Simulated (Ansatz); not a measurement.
# BAs (F-43m): a volume series of phonon spectra, part 3 of 4

Aim: how the vibrations of BAs shift with volume, and the expansion that follows.

Experimental results on record:
- volume expansion coefficient 11.55 1e-6/K near room temperature (given in “Basic Physical Properties of Cubic Boron Arsenide (three times its linear coefficient)”, 2019, arxiv:1911.11281)
- volume expansion coefficient 10.8 1e-6/K near room temperature (given in “Thermal expansion coefficients of high thermal conducting BAs and BP materials (three times its linear coefficient)”, 2019, arxiv:1906.04101)

Ansatz 0.2.0; DFT LDA, scalar-relativistic, plane waves, PAW.

So far, highest frequency (cm⁻¹): step 5 (lattice dynamics at this volume, V/V0 1) 741.

### 6. A cell at another volume, V/V0 1.015

Symmetry fixes every atom, so a single point at the scaled cell gives the energy and pressure of this member.

The cell differs from the one that the last finished run ended in (a 3.346 → 3.363 Å, b 3.346 → 3.363 Å, c 3.346 → 3.363 Å).

input.yaml reads:

```yaml
crystal:
  lattice:
    - [0.0, 2.3778133264, 2.3778133264]
    - [2.3778133264, 0.0, 2.3778133264]
    - [2.3778133264, 2.3778133264, 0.0]
  atoms:
    - { symbol: B, position: [0.0, 0.0, 0.0] }
    - { symbol: As, position: [0.25, 0.25, 0.25] }
kpoints:
  mp_grid: { grid: [12, 12, 12] }
hamiltonian:
  xc: lda
scf:
  occupations: { method: fixed }
output:
  forces: true
  stress: true
  eigenvalues: true
```

Launch:

```bash
ansatz run input.yaml --threads 4 --pin off --max-ram 16384MiB --backend cpu --events-out ev --progress --plain --runs-dir out
```

Numbers of over 12 decimals in the logs are rounded to 6 here.

The program printed:

```text
[...]
Crystal: 2 atoms, lattice volume = 26.888 Å³
Basis set: ecut = 420 eV, 531 PW (Γ)
Bands: 13, of which v1, the nominal top of the filled ones, is band 9 counted from 1 (8 counted from 0)
Symmetry: 24 space group operations
[...]
k-points: 72 of 1728 (time reversal used)
[...]
SCF iter   1: F=—  HF=-4923.531209 eV  |F-HF|=—  |Δ(HF+E_count)|=         —  Δρ=7.20e-3  dr2=1.40e-2  ethr=1.77e-3  ⟨swp⟩=4.4  Hψ=4689  notcnv=0  defer=101
[...]
SCF iter   6: F=-4923.526397 eV  HF=-4923.526397 eV  |F-HF|=4.24e-10  |Δ(HF+E_count)|=   1.36e-8  Δρ=5.66e-6  dr2=2.98e-9  ethr=5.56e-10  ⟨swp⟩=5.6  Hψ=4051  notcnv=0
SCF 1 converged in 6 iterations: F = -4923.526397 eV  dr2 = 2.98e-9
[...]
SCF converged after 6 iterations
Free energy (F): -4923.526397 eV
[...]
Internal energy: -4923.526397 eV  (E = F + TS)
E sigma→0 (E₀):  -4923.526397 eV
Fermi energy:    11.055497 eV
[...]
--- Stress (GPa, compression-positive) ---
       -2.115850       0.000000      -0.000000
       -0.000000      -2.115850       0.000000
       -0.000000       0.000000      -2.115850
  P = ⅓ Tr σ = -2.1159 GPa (-21.159 kbar)
--- Band table (eV; the first three rows and the last of 72) ---
  k-point 0: bands = [... 5 lower, -4.4582, 11.0555, 11.0555, 11.0555, 14.3260, 14.3260, 14.3260, 15.8743]
  k-point 1: bands = [... 5 lower, -4.3431, 10.0159, 10.8339, 10.8339, 14.4814, 14.6171, 14.6171, 16.4834]
  k-point 2: bands = [... 5 lower, -4.0014, 8.0871, 10.3661, 10.3661, 14.3796, 15.2210, 15.2210, 17.7718]
  k-point 71: bands = [... 5 lower, -0.1075, 3.0712, 5.4771, 5.7772, 16.2599, 16.9842, 17.7937, 18.1899]
```

It took 0.59 s on 4 threads of Arm Neoverse V2, shared host; peak memory 0.31 GiB; 1.8 s of CPU time.

Numbers from this step:

| Property | Result |
| --- | --- |
| pressure | -2.116 GPa |
| gap on the k-mesh | 1.124 eV |
| volume per atom | 13.44 Å³ |

At this level the gap is 1.12 eV on the k-mesh of the self-consistent run, which can miss the band edges.

### 7. Phonons, V/V0 1.015

Phonons at this volume give one point of F(V, T); meshes stay fixed along the series.

input.yaml, the sections that differ from step 6:

```yaml
output:
  eigenvalues: true
phonons:
  method: dfpt
  dielectric: true
  rigid_motions: translations
  qmesh: [4, 4, 4]
  temperatures: { t_max: 1000, t_step: 50 }
  qpath:
    path:
      - [[0.0, 0.0, 0.0], [-0.5, -0.5, 0.0], [-0.375, -0.375, 0.25]]
      - [[-0.375, 0.0, 0.375], [0.0, 0.0, 0.0], [0.0, 0.0, 0.5], [-0.5, -0.25, 0.25], [-0.5, -0.5, 0.0]]
    npoints: 10
# crystal, kpoints, hamiltonian, scf: as in step 6
```

The program printed:

```text
[...]
Crystal: 2 atoms, lattice volume = 26.888 Å³
Basis set: ecut = 420 eV, 531 PW (Γ), exchange–correlation on 48×48×48 points (8 copies of the dense FFT grid, shifted against one another)
Bands: 13, of which v1, the nominal top of the filled ones, is band 9 counted from 1 (8 counted from 0)
Symmetry: 24 space group operations
[...]
optical modes at Γ + LO–TO along q̂ = [0.0000, 1.0000, 0.0000]:
      ω (cm⁻¹)  modes    IR ((D/Å)²/amu)
        689.50      2             1.2045
        693.06      1             0.6022
  optical modes at Γ + LO–TO along q̂ = [0.0000, 0.0000, 1.0000]:
      ω (cm⁻¹)  modes    IR ((D/Å)²/amu)
        689.50      2             1.2045
        693.06      1             0.6022
--- Phonons (arbitrary-q DFPT): 8 irreducible q on the 4×4×4 mesh ---
[...]
interpolated dispersion: 63 rows × 6 modes
[...]
[key lines of the parts left out:]
SCF converged after 7 iterations
Free energy (F): -4923.526397 eV
Fermi energy:    11.055484 eV
```

Wall time 1.8 min (4 threads); peak memory 1.7 GiB; 6.7 min of CPU time.

No mode is imaginary beyond numerical noise at the solved wavevectors. The highest zone-centre mode (no LO–TO term) moved by -1.5 % for a volume change of +1.5 %.

### 8. Single point at a scaled cell, V/V0 0.985

Symmetry fixes every atom, so a single point at the scaled cell gives the energy and pressure of this member.

The cell differs from the one that the last finished run ended in (a 3.363 → 3.329 Å, b 3.363 → 3.329 Å, c 3.363 → 3.329 Å).

input.yaml, the sections that differ from step 7:

```yaml
crystal:
  lattice:
    - [0.0, 2.3541519227, 2.3541519227]
    - [2.3541519227, 0.0, 2.3541519227]
    - [2.3541519227, 2.3541519227, 0.0]
  atoms:
    - { symbol: B, position: [0.0, 0.0, 0.0] }
    - { symbol: As, position: [0.25, 0.25, 0.25] }
output:
  forces: true
  stress: true
  eigenvalues: true
# kpoints, hamiltonian, scf: as in step 7
# phonons: removed
```

The program printed:

```text
[...]
Crystal: 2 atoms, lattice volume = 26.094 Å³
Basis set: ecut = 420 eV, 531 PW (Γ)
Bands: 13, of which v1, the nominal top of the filled ones, is band 9 counted from 1 (8 counted from 0)
Symmetry: 24 space group operations
[...]
k-points: 72 of 1728 (time reversal used)
[...]
--- Band table (eV; the first three rows and the last of 72) ---
  k-point 0: bands = [... 5 lower, -4.2474, 11.5445, 11.5445, 11.5445, 14.8545, 14.8545, 14.8545, 16.7519]
  k-point 1: bands = [... 5 lower, -4.1291, 10.4914, 11.3150, 11.3150, 15.0535, 15.1553, 15.1553, 17.3146]
  k-point 2: bands = [... 5 lower, -3.7777, 8.5251, 10.8327, 10.8327, 15.0058, 15.7755, 15.7755, 18.5350]
  k-point 71: bands = [... 5 lower, 0.2767, 3.4229, 5.7798, 6.0869, 16.7585, 17.6427, 18.3520, 18.8698]
[key lines of the parts left out:]
SCF converged after 6 iterations
Free energy (F): -4923.526220 eV
Fermi energy:    11.544482 eV
P = ⅓ Tr σ = 2.3014 GPa (23.014 kbar)
```

The job ended after 0.58 s (4 threads; peak memory 0.3 GiB).

The run ends at a pressure of 2.30 GPa.

### 9. Phonons, V/V0 0.985

The same q-mesh and k-mesh are kept at every volume, so that much of their error can cancel in the differences.

input.yaml, the sections that differ from step 8:

```yaml
output:
  eigenvalues: true
phonons:
  method: dfpt
  dielectric: true
  rigid_motions: translations
  qmesh: [4, 4, 4]
  temperatures: { t_max: 1000, t_step: 50 }
  qpath:
    path:
      - [[0.0, 0.0, 0.0], [-0.5, -0.5, 0.0], [-0.375, -0.375, 0.25]]
      - [[-0.375, 0.0, 0.375], [0.0, 0.0, 0.0], [0.0, 0.0, 0.5], [-0.5, -0.25, 0.25], [-0.5, -0.5, 0.0]]
    npoints: 10
# crystal, kpoints, hamiltonian, scf: as in step 8
```

The program printed:

```text
[...]
Crystal: 2 atoms, lattice volume = 26.094 Å³
Basis set: ecut = 420 eV, 531 PW (Γ), exchange–correlation on 48×48×48 points (8 copies of the dense FFT grid, shifted against one another)
Bands: 13, of which v1, the nominal top of the filled ones, is band 9 counted from 1 (8 counted from 0)
Symmetry: 24 space group operations
[...]
optical modes at Γ + LO–TO along q̂ = [0.0000, 1.0000, 0.0000]:
      ω (cm⁻¹)  modes    IR ((D/Å)²/amu)
        710.76      2             1.6582
        715.70      1             0.8291
  optical modes at Γ + LO–TO along q̂ = [0.0000, 0.0000, 1.0000]:
      ω (cm⁻¹)  modes    IR ((D/Å)²/amu)
        710.76      2             1.6582
        715.70      1             0.8291
--- Phonons (arbitrary-q DFPT): 8 irreducible q on the 4×4×4 mesh ---
[...]
interpolated dispersion: 63 rows × 6 modes
[...]
[key lines of the parts left out:]
SCF converged after 7 iterations
Free energy (F): -4923.526221 eV
Fermi energy:    11.544471 eV
```

Elapsed: 1.7 min, on 4 threads; peak memory 1.7 GiB.

LO-TO term included. The phonon branches at the labelled points (cm⁻¹):

```csv
point,branch 1,branch 2,branch 3,branch 4,branch 5,branch 6
Γ,0,0,0,711,711,716
X,193,193,327,654,654,753
U,192,249,294,643,658,739
jump to K,192,249,294,643,658,739
Γ,0,0,0,711,711,716
L,139,139,318,689,689,726
W,227,260,271,643,656,731
X,193,193,327,654,654,753
```

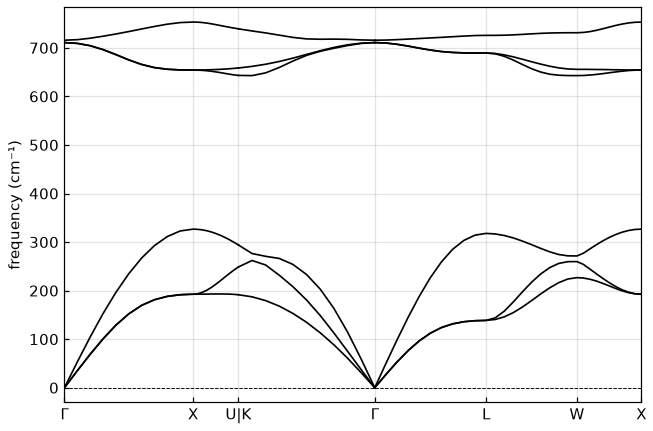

Phonon branches along the path.

No mode is imaginary beyond numerical noise at the solved wavevectors. The highest zone-centre mode (no LO–TO term) moved by +1.5 % for a volume change of -1.5 %.

### 10. A cell at another volume, V/V0 1.03

Symmetry fixes every atom, so a single point at the scaled cell gives the energy and pressure of this member.

input.yaml, the sections that differ from step 9:

```yaml
crystal:
  lattice:
    - [0.0, 2.3894694604, 2.3894694604]
    - [2.3894694604, 0.0, 2.3894694604]
    - [2.3894694604, 2.3894694604, 0.0]
  atoms:
    - { symbol: B, position: [0.0, 0.0, 0.0] }
    - { symbol: As, position: [0.25, 0.25, 0.25] }
output:
  forces: true
  stress: true
  eigenvalues: true
  write_density: true
  write_potential: true
  elf: true
  volumetric_format: npy
# kpoints, hamiltonian, scf: as in step 9
# phonons: removed
```

The program printed:

```text
[...]
Crystal: 2 atoms, lattice volume = 27.286 Å³
Basis set: ecut = 420 eV, 531 PW (Γ)
Bands: 13, of which v1, the nominal top of the filled ones, is band 9 counted from 1 (8 counted from 0)
Symmetry: 24 space group operations
[...]
k-points: 72 of 1728 (time reversal used)
[...]
--- Band table (eV; the first three rows and the last of 72) ---
  k-point 0: bands = [... 5 lower, -4.5593, 10.8211, 10.8211, 10.8211, 14.0728, 14.0728, 14.0728, 15.4525]
  k-point 1: bands = [... 5 lower, -4.4457, 9.7875, 10.6032, 10.6032, 14.2046, 14.3591, 14.3591, 16.0865]
  k-point 2: bands = [... 5 lower, -4.1087, 7.8765, 10.1425, 10.1425, 14.0772, 14.9553, 14.9553, 17.4059]
  k-point 71: bands = [... 5 lower, -0.2918, 2.9030, 5.3320, 5.6286, 16.0203, 16.6682, 17.5255, 17.8624]
[key lines of the parts left out:]
SCF converged after 6 iterations
Free energy (F): -4923.518688 eV
Fermi energy:    10.821101 eV
P = ⅓ Tr σ = -4.0848 GPa (-40.848 kbar)
```

It took 0.78 s on 4 threads; peak memory 0.31 GiB; 2.5 s of CPU time.

The run ends at a pressure of -4.08 GPa.

### 11. Lattice dynamics at this volume, V/V0 1.03

Phonons at this volume give one point of F(V, T); meshes stay fixed along the series.

input.yaml, the sections that differ from step 10:

```yaml
output:
  eigenvalues: true
phonons:
  method: dfpt
  dielectric: true
  rigid_motions: translations
  qmesh: [4, 4, 4]
  temperatures: { t_max: 1000, t_step: 50 }
  qpath:
    path:
      - [[0.0, 0.0, 0.0], [-0.5, -0.5, 0.0], [-0.375, -0.375, 0.25]]
      - [[-0.375, 0.0, 0.375], [0.0, 0.0, 0.0], [0.0, 0.0, 0.5], [-0.5, -0.25, 0.25], [-0.5, -0.5, 0.0]]
    npoints: 10
# crystal, kpoints, hamiltonian, scf: as in step 10
```

The program printed:

```text
[...]
Crystal: 2 atoms, lattice volume = 27.286 Å³
Basis set: ecut = 420 eV, 531 PW (Γ), exchange–correlation on 48×48×48 points (8 copies of the dense FFT grid, shifted against one another)
Bands: 13, of which v1, the nominal top of the filled ones, is band 9 counted from 1 (8 counted from 0)
Symmetry: 24 space group operations
[...]
optical modes at Γ + LO–TO along q̂ = [0.0000, 1.0000, 0.0000]:
      ω (cm⁻¹)  modes    IR ((D/Å)²/amu)
        679.30      2             1.0081
        682.26      1             0.5041
  optical modes at Γ + LO–TO along q̂ = [0.0000, 0.0000, 1.0000]:
      ω (cm⁻¹)  modes    IR ((D/Å)²/amu)
        679.30      2             1.0081
        682.26      1             0.5041
--- Phonons (arbitrary-q DFPT): 8 irreducible q on the 4×4×4 mesh ---
[...]
interpolated dispersion: 63 rows × 6 modes
[...]
[key lines of the parts left out:]
SCF converged after 7 iterations
Free energy (F): -4923.518689 eV
Fermi energy:    10.821087 eV
```

Run time: 1.8 min. Hardware: 4 threads; peak memory 1.8 GiB.

No mode is imaginary beyond numerical noise at the solved wavevectors. The highest zone-centre mode (no LO–TO term) moved by -3.0 % for a volume change of +3.0 %.

### 12. Single point at a scaled cell, V/V0 0.97

Symmetry fixes every atom, so a single point at the scaled cell gives the energy and pressure of this member.

The cell differs from the one that the last finished run ended in (a 3.379 → 3.312 Å, b 3.379 → 3.312 Å, c 3.379 → 3.312 Å).

input.yaml, the sections that differ from step 11:

```yaml
crystal:
  lattice:
    - [0.0, 2.3421407345, 2.3421407345]
    - [2.3421407345, 0.0, 2.3421407345]
    - [2.3421407345, 2.3421407345, 0.0]
  atoms:
    - { symbol: B, position: [0.0, 0.0, 0.0] }
    - { symbol: As, position: [0.25, 0.25, 0.25] }
output:
  forces: true
  stress: true
  eigenvalues: true
# kpoints, hamiltonian, scf: as in step 11
# phonons: removed
```

The program printed:

```text
[...]
Crystal: 2 atoms, lattice volume = 25.696 Å³
Basis set: ecut = 420 eV, 531 PW (Γ)
Bands: 13, of which v1, the nominal top of the filled ones, is band 9 counted from 1 (8 counted from 0)
Symmetry: 24 space group operations
[...]
k-points: 72 of 1728 (time reversal used)
[...]
--- Band table (eV; the first three rows and the last of 72) ---
  k-point 0: bands = [... 5 lower, -4.1374, 11.7996, 11.7996, 11.7996, 15.1305, 15.1305, 15.1305, 17.2083]
  k-point 1: bands = [... 5 lower, -4.0174, 10.7390, 11.5661, 11.5661, 15.3498, 15.4363, 15.4363, 17.7491]
  k-point 2: bands = [... 5 lower, -3.6610, 8.7531, 11.0764, 11.0764, 15.3303, 16.0648, 16.0648, 18.9326]
  k-point 71: bands = [... 5 lower, 0.4769, 3.6070, 5.9379, 6.2486, 17.0182, 17.9859, 18.6428, 19.2229]
[key lines of the parts left out:]
SCF converged after 6 iterations
Free energy (F): -4923.517491 eV
Fermi energy:    11.799645 eV
P = ⅓ Tr σ = 4.7745 GPa (47.745 kbar)
```

The job ended after 0.6 s (4 threads; peak memory 0.3 GiB).

The run ends at a pressure of 4.77 GPa.

### 13. Lattice dynamics at this volume, V/V0 0.97

The same q-mesh and k-mesh are kept at every volume, so that much of their error can cancel in the differences.

input.yaml, the sections that differ from step 12:

```yaml
output:
  eigenvalues: true
phonons:
  method: dfpt
  dielectric: true
  rigid_motions: translations
  qmesh: [4, 4, 4]
  temperatures: { t_max: 1000, t_step: 50 }
  qpath:
    path:
      - [[0.0, 0.0, 0.0], [-0.5, -0.5, 0.0], [-0.375, -0.375, 0.25]]
      - [[-0.375, 0.0, 0.375], [0.0, 0.0, 0.0], [0.0, 0.0, 0.5], [-0.5, -0.25, 0.25], [-0.5, -0.5, 0.0]]
    npoints: 10
# crystal, kpoints, hamiltonian, scf: as in step 12
```

The program printed:

```text
[...]
Crystal: 2 atoms, lattice volume = 25.696 Å³
Basis set: ecut = 420 eV, 531 PW (Γ), exchange–correlation on 48×48×48 points (8 copies of the dense FFT grid, shifted against one another)
Bands: 13, of which v1, the nominal top of the filled ones, is band 9 counted from 1 (8 counted from 0)
Symmetry: 24 space group operations
[...]
optical modes at Γ + LO–TO along q̂ = [0.0000, 1.0000, 0.0000]:
      ω (cm⁻¹)  modes    IR ((D/Å)²/amu)
        721.83      2             1.9185
        727.58      1             0.9593
  optical modes at Γ + LO–TO along q̂ = [0.0000, 0.0000, 1.0000]:
      ω (cm⁻¹)  modes    IR ((D/Å)²/amu)
        721.83      2             1.9185
        727.58      1             0.9593
--- Phonons (arbitrary-q DFPT): 8 irreducible q on the 4×4×4 mesh ---
[...]
interpolated dispersion: 63 rows × 6 modes
[...]
[key lines of the parts left out:]
SCF converged after 7 iterations
Free energy (F): -4923.517491 eV
Fermi energy:    11.799639 eV
```

Wall time 1.7 min (4 threads); peak memory 1.7 GiB; 6.6 min of CPU time.

No mode is imaginary beyond numerical noise at the solved wavevectors. The highest zone-centre mode (no LO–TO term) moved by +3.1 % for a volume change of -3.0 %.

### 14. Single point at a scaled cell, V/V0 1.05

Symmetry fixes every atom, so a single point at the scaled cell gives the energy and pressure of this member.

The cell differs from the one that the last finished run ended in (a 3.312 → 3.401 Å, b 3.312 → 3.401 Å, c 3.312 → 3.401 Å).

input.yaml, the sections that differ from step 13:

```yaml
crystal:
  lattice:
    - [0.0, 2.4048362458, 2.4048362458]
    - [2.4048362458, 0.0, 2.4048362458]
    - [2.4048362458, 2.4048362458, 0.0]
  atoms:
    - { symbol: B, position: [0.0, 0.0, 0.0] }
    - { symbol: As, position: [0.25, 0.25, 0.25] }
output:
  forces: true
  stress: true
  eigenvalues: true
# kpoints, hamiltonian, scf: as in step 13
# phonons: removed
```

The program printed:

```text
[...]
Crystal: 2 atoms, lattice volume = 27.815 Å³
Basis set: ecut = 420 eV, 537 PW (Γ)
Bands: 13, of which v1, the nominal top of the filled ones, is band 9 counted from 1 (8 counted from 0)
Symmetry: 24 space group operations
[...]
k-points: 72 of 1728 (time reversal used)
[...]
--- Band table (eV; the first three rows and the last of 72) ---
  k-point 0: bands = [... 5 lower, -4.6898, 10.5183, 10.5183, 10.5183, 13.7459, 13.7459, 13.7459, 14.9067]
  k-point 1: bands = [... 5 lower, -4.5782, 9.4919, 10.3055, 10.3055, 13.8439, 14.0261, 14.0261, 15.5767]
  k-point 2: bands = [... 5 lower, -4.2474, 7.6040, 9.8539, 9.8539, 13.6847, 14.6120, 14.6120, 16.9338]
  k-point 71: bands = [... 5 lower, -0.5301, 2.6862, 5.1447, 5.4369, 15.7104, 16.2597, 17.1787, 17.4379]
[key lines of the parts left out:]
SCF converged after 6 iterations
Free energy (F): -4923.501144 eV
Fermi energy:    10.518343 eV
P = ⅓ Tr σ = -6.4871 GPa (-64.871 kbar)
```

It took 0.59 s on 4 threads; peak memory 0.3 GiB; 1.8 s of CPU time.

The run ends at a pressure of -6.49 GPa.

### 15. Phonons, V/V0 1.05

The same q-mesh and k-mesh are kept at every volume, so that much of their error can cancel in the differences.

input.yaml, the sections that differ from step 14:

```yaml
output:
  eigenvalues: true
phonons:
  method: dfpt
  dielectric: true
  rigid_motions: translations
  qmesh: [4, 4, 4]
  temperatures: { t_max: 1000, t_step: 50 }
  qpath:
    path:
      - [[0.0, 0.0, 0.0], [-0.5, -0.5, 0.0], [-0.375, -0.375, 0.25]]
      - [[-0.375, 0.0, 0.375], [0.0, 0.0, 0.0], [0.0, 0.0, 0.5], [-0.5, -0.25, 0.25], [-0.5, -0.5, 0.0]]
    npoints: 10
# crystal, kpoints, hamiltonian, scf: as in step 14
```

The program printed:

```text
[...]
Crystal: 2 atoms, lattice volume = 27.815 Å³
Basis set: ecut = 420 eV, 537 PW (Γ), exchange–correlation on 48×48×48 points (8 copies of the dense FFT grid, shifted against one another)
Bands: 13, of which v1, the nominal top of the filled ones, is band 9 counted from 1 (8 counted from 0)
Symmetry: 24 space group operations
[...]
optical modes at Γ + LO–TO along q̂ = [0.0000, 1.0000, 0.0000]:
      ω (cm⁻¹)  modes    IR ((D/Å)²/amu)
        666.10      2             0.7767
        668.37      1             0.3884
  optical modes at Γ + LO–TO along q̂ = [0.0000, 0.0000, 1.0000]:
      ω (cm⁻¹)  modes    IR ((D/Å)²/amu)
        666.10      2             0.7767
        668.37      1             0.3884
--- Phonons (arbitrary-q DFPT): 8 irreducible q on the 4×4×4 mesh ---
[...]
interpolated dispersion: 63 rows × 6 modes
[...]
[key lines of the parts left out:]
SCF converged after 7 iterations
Free energy (F): -4923.501145 eV
Fermi energy:    10.518330 eV
```

It took 1.8 min on 4 threads; peak memory 1.8 GiB.

No mode is imaginary beyond numerical noise at the solved wavevectors. The highest zone-centre mode (no LO–TO term) moved by -4.8 % for a volume change of +5.0 %.

(Continued in part 4 of 4.)

[Logs are printed without paths, hosts, clocks, repeated set-up lines and the standing remarks that a program may print on its own settings, such as how far it seeks lower states.]

[Hosts, paths, dates, database ids (printed as entryN), source tags and the programs' standing remarks are cut or masked in the printed files.]

[A step with changed settings may run another functional than the one named; its input shows which.]

[Of the runs on displaced cells, only some may be shown.]
